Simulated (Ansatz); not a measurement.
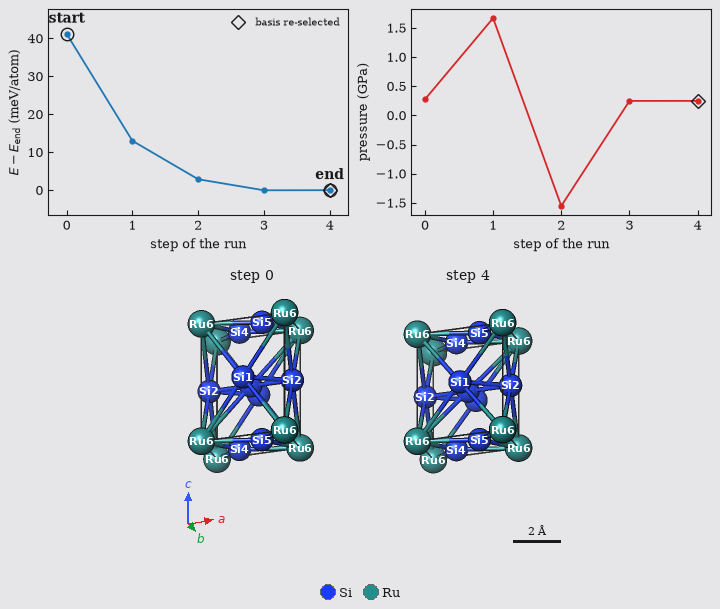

First and last geometry of a relaxation of a crystal of Si₅Ru (a generated structure, set up in P6/mmm) (coarse preliminary run), with the history of the run. A ball-and-stick model of the cell of the calculation, seen from a free direction.

Level of theory: DFT PBE, scalar-relativistic, plane waves, PAW (Ansatz 0.2.0). Settings: plane-wave cutoff 420 eV; k-point mesh 6 × 6 × 4; occupations gaussian; smearing width 0.1 eV; no spin polarisation; cell and atoms relaxed; force threshold 0.04 eV/Å; at most 70 steps.

### What do the curves and the structures tell?

It converged. The atoms keep their places relative to the cell (all moves are under 0.005 Å). Cell: a = b 4.600 → 4.713 Å (+2.4 %), c 5.165 → 4.708 Å (−8.8 %). Volume −4.3 %. Near-neighbour distances that change, for instance: Ru–Si 3.458 → 3.331 Å, Ru–Si 2.656 → 2.721 Å, Si–Si 2.300 → 2.356 Å. The space group stays P6/mmm (No. 191). Over 3 accepted moves (4 points after the start) the energy falls by 41.2 meV per atom. All forces vanish by symmetry, so only the cell relaxes. The pressure goes from 0.27 to 0.25 GPa. At 1 point the geometry stayed and the basis and grid were re-selected for the new cell (energy shift of less than 0.05 meV per atom at most each time).

```json
{"step": "0", "E − E(0), meV/atom": "0.00", "pressure, GPa": "0.27", "volume, Å³/atom": "15.776", "note": ""}
{"step": "1", "E − E(0), meV/atom": "-28.20", "pressure, GPa": "1.67", "volume, Å³/atom": "15.213", "note": ""}
{"step": "2", "E − E(0), meV/atom": "-38.33", "pressure, GPa": "-1.55", "volume, Å³/atom": "15.265", "note": ""}
{"step": "3", "E − E(0), meV/atom": "-41.24", "pressure, GPa": "0.25", "volume, Å³/atom": "15.094", "note": ""}
{"step": "4", "E − E(0), meV/atom": "-41.22", "pressure, GPa": "0.25", "volume, Å³/atom": "15.094", "note": "same geometry, new basis"}
```
